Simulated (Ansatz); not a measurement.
# B2ClH3S: reading failed and doubtful runs

3 inputs were typed for B2ClH3S. Each is run as it stands; the log then has to tell whether the result can be used.

Method: the settings change from run to run; program: Ansatz 0.2.0, Gaussian basis.

**1. The geometry**

The structure was relaxed beforehand with PBE0-D4 in a triple-zeta def2 set.

SMILES `SBBCl`, 7 atoms, charge 0, spin multiplicity 1.

Atoms are counted from 1 here; the program's logs count them from 0.

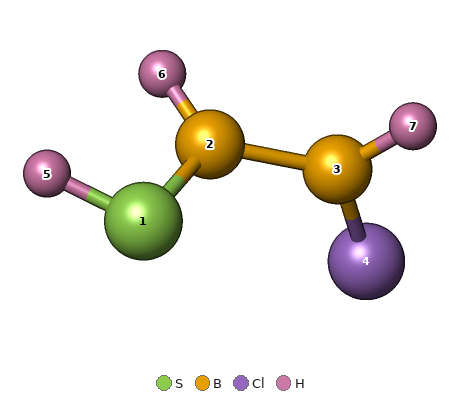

The geometry (sulfur green, boron amber, chlorine purple, hydrogen pink); atoms are numbered from 1 in the order of the file.

**2. Attempt 1**

Contents of in.yaml:

```yaml
crystal:
  periodic: [false, false, false]
  atoms:
    - {symbol: S, position_ang: [-1.753837, 0.535874, 0.338406]}
    - {symbol: B, position_ang: [-0.094297, 0.582696, -0.088879]}
    - {symbol: B, position_ang: [0.920056, -0.947814, 0.010625]}
    - {symbol: Cl, position_ang: [1.059899, -1.739763, -1.756261]}
    - {symbol: H, position_ang: [-1.968450, 1.799761, 0.257063]}
    - {symbol: H, position_ang: [0.434163, 1.662235, -0.348377]}
    - {symbol: H, position_ang: [1.473406, -1.431941, 0.990629]}
basis:
  gaussian: {orbitals: "6-31G*", fitting: {mean_field: def2-universal-jkfit}}
hamiltonian: {xc: {name: wB97X-V}}
accuracy: high
relax: {f_tol: 0.0001, max_steps: 1}
```

Started as:

```sh
$ ansatz run in.yaml --threads 2 --pin off --events-out ev --progress --plain --max-ram 4352MiB
```

What it wrote:

```text
Functional definition: wB97X-V
  name "wB97X-V"
  cite "Mardirossian & Head-Gordon, Phys. Chem. Chem. Phys. 16, 9904 (2014) doi:10.1039/C3CP54374A"
  cite "Becke, J. Chem. Phys. 107, 8554 (1997) doi:10.1063/1.475007"
  cite "Vydrov & Van Voorhis, J. Chem. Phys. 133, 244103 (2010) doi:10.1063/1.3521275"
  parameter omega = 0.3/bohr
  parameter cx = 0.167
  parameter cx1 = 0.603
  parameter cx2 = 1.194
  parameter css0 = 0.556
  parameter css1 = -0.257
  parameter cos0 = 1.219
  parameter cos1 = -1.850
  parameter b = 6.0
  parameter c = 0.01
  exchange = spin_sum(e_x_unif_sr(omega)*poly(b97_u_x, 1 - cx, cx1, cx2)) + cx*exact_x_sr(omega) + exact_x_lr(omega)
  correlation = spin_sum(e_c_pw_same_spin*poly(b97_u_same, css0, css1))
      + integral(e_c_pw_opposite_spin*poly(b97_u_opposite, cos0, cos1)) + vv10(b, c)
460 factors; integrals over basis functions are off by at most 8.1e-2 eV
460 factors; integrals over basis functions are off by at most 8.3e-8 eV
mean field evaluation 1: about -24753.9488 eV, gradient 1.6e1 eV
mean field evaluation 2: about -24754.6799 eV, gradient 1.0e1 eV
mean field evaluation 4: about -24754.9714 eV, gradient 4.7e-1 eV
mean field evaluation 8: about -24754.9738 eV, gradient 1.0e-2 eV
mean field evaluation 16: about -24754.9738 eV, gradient 9.6e-6 eV
mean field -24754.97379021 eV, -909.7285072663 hartree, gradient 5.5e-8 eV, S^2 0.000000; 0 other end points of the search recorded, 0 dependent functions left out
the calculation of the forces begins
reference -24754.97379007 eV, -909.7285072612 hartree; 23, 23 occupied and 51, 51 virtual orbitals, 460 factors
relax step   1: F+E_penalty+E_count = -24754.97379021 eV  Δ(F+E_penalty+E_count) = +0.000e0 eV  max|allowed force component| = 3.258e0 eV/Å  Δτ_max = 0.0000 Å  (32 SCF iters, accepted)
Error: geometry relaxation did not converge after 1 steps: max|allowed force component| = 3.26e0 eV/Å (threshold 1.0e-4). Raise `relax.max_steps` over both its present limit and 1, loosen `relax.f_tol`, or start from a geometry closer to equilibrium. Where this run's directory can be resumed (`checkpoint.write`), a resume goes on for up to `relax.max_steps` more
```

It took 8.5 s on 2 threads of INTEL XEON PLATINUM 8581C at 2.30GHz, shared host; peak memory 0.32 GiB.

What is wrong: The run did not converge. The relaxation is allowed too few steps for its threshold. The start was also shaken off the relaxed geometry, so there is far to go. Its coordinates are also moved off the relaxed structure. To mend it, raise relax.max_steps.

**3. Attempt 2**

Contents of in.yaml:

```yaml
crystal:
  periodic: [false, false, false]
  atoms:
    - {symbol: S, position_ang: [-1.770115, 0.403891, 0.325745]}
    - {symbol: B, position_ang: [-0.023913, 0.455844, 0.048708]}
    - {symbol: B, position_ang: [0.873854, -0.951246, -0.008123]}
    - {symbol: Cl, position_ang: [1.084585, -1.773836, -1.536466]}
    - {symbol: H, position_ang: [-2.042506, 1.720382, 0.290494]}
    - {symbol: H, position_ang: [0.503995, 1.519921, -0.091953]}
    - {symbol: H, position_ang: [1.435299, -1.442957, 0.925997]}
basis:
  gaussian: {orbitals: def2-mTZVPP, final_grid: {core_spheres: 1, valence_spheres: 1, degree: 3}}
total_charge: 1
magnetization: {spin_polarized: true, initial_magnetization: 1}
hamiltonian: {xc: {name: r2SCAN}}
```

The command is unchanged.

What it wrote (excerpt; [...] marks lines left out):

```text
Functional definition: r2SCAN
  name "r2SCAN"
  cite "Furness, Kaplan, Ning, Perdew & Sun, J. Phys. Chem. Lett. 11, 8208 (2020) doi:10.1021/acs.jpclett.0c02405"
  cite "Furness, Kaplan, Ning, Perdew & Sun, J. Phys. Chem. Lett. 11, 9248 (2020) doi:10.1021/acs.jpclett.0c03077"
  parent r2scan
[...]
1032 factors; their error is unknown
[...]
mean field -24847.90837983 eV, -913.1437904415 hartree, gradient 2.7e-6 eV, S^2 2.992962; 20 other end points of the search recorded, 0 dependent functions left out
reference -24847.90844736 eV, -913.1437929231 hartree; 23, 22 occupied and 84, 85 virtual orbitals, 1032 factors
Total energy: -24847.90844736 eV, -913.1437929231 hartree
```

Wall time 15 s (2 threads of INTEL XEON PLATINUM 8581C at 2.30GHz, shared host).

Diagnosis: It ended without an error, which proves nothing about the input. The integration grid is far too coarse. It also asks for charge 1 and multiplicity 2, another species or state than the molecule above. Its energy carries the error of the grid. Cure: drop final_grid and take the default grid, and set charge and spin to those of the species named.

**4. Attempt 3**

Contents of in.yaml:

```yaml
crystal:
  periodic: [false, false, false]
  atoms:
    - {symbol: S, position_ang: [-1.770115, 0.403891, 0.325745]}
    - {symbol: B, position_ang: [-0.023913, 0.455844, 0.048708]}
    - {symbol: B, position_ang: [0.873854, -0.951246, -0.008123]}
    - {symbol: Cl, position_ang: [1.084585, -1.773836, -1.536466]}
    - {symbol: H, position_ang: [-2.042506, 1.720382, 0.290494]}
    - {symbol: H, position_ang: [0.503995, 1.519921, -0.091953]}
    - {symbol: H, position_ang: [1.435299, -1.442957, 0.925997]}
basis:
  gaussian: {orbitals: cc-pVTZ-PP}
hamiltonian: {xc: {name: PBE0}}
```

The command is unchanged.

What it wrote:

```text
Functional definition: PBE0
  name "PBE0"
  cite "Adamo & Barone, J. Chem. Phys. 110, 6158 (1999) doi:10.1063/1.478522"
  cite "Perdew, Burke & Ernzerhof, Phys. Rev. Lett. 77, 3865 (1996) doi:10.1103/PhysRevLett.77.3865"
  parent pbe
  parameter a = 0.25
  parameter kappa = 0.804
  parameter beta = 0.06672455060314922
  exchange = (1 - a)*pbe_x(kappa = kappa, mu = beta*pi^2/3) + a*exact_x
  correlation = pbe_c(beta = beta)
Error: <dir> the basis set cc-pVTZ-PP has no functions for S
```

Wall time 0.05 s (2 threads of INTEL XEON PLATINUM 8581C at 2.30GHz, shared host).

Diagnosis: Refused before any calculation. The basis set is misnamed or doesn't suit the job. Fix: name an orbital basis set that the library holds for every element here.

**5. How the tries ended**

| attempt | level | ended | cause | time |
| --- | --- | --- | --- | --- |
| 1 | wB97X-V/6-31G* | not converged | the relaxation is allowed too few steps for its threshold | 8.5 s |
| 2 | r2SCAN/def2-mTZVPP | converged | the integration grid is far too coarse | 15 s |
| 3 | PBE0/cc-pVTZ-PP | refused | the basis set is misnamed or doesn't suit the job | 0.05 s |

In words: 1 not converged, 1 converged, 1 refused. A refusal costs next to no computing time. The dangerous case is the input that converges on a wrong geometry, charge, spin, basis or grid: often only a look at the input shows it.
